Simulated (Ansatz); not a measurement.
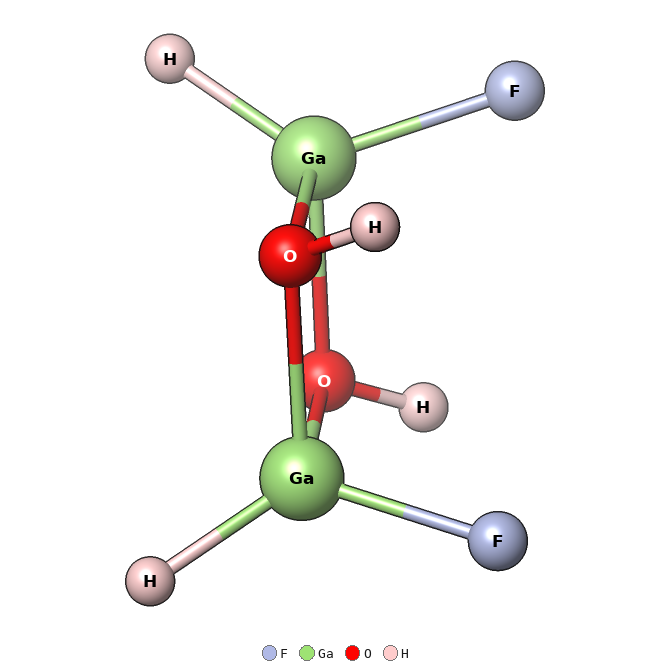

Depth is shown by fading: the farther an atom, the more it takes the colour of the background. Computed geometry: PBE0-D4/def2-TZVP optimisation.

### List the symmetry elements and name the point group.

It has 1 C2 axis and 2 mirror planes, so the point group is C2v. The group has 4 operations. The geometry is achiral, and symmetry allows a dipole moment.
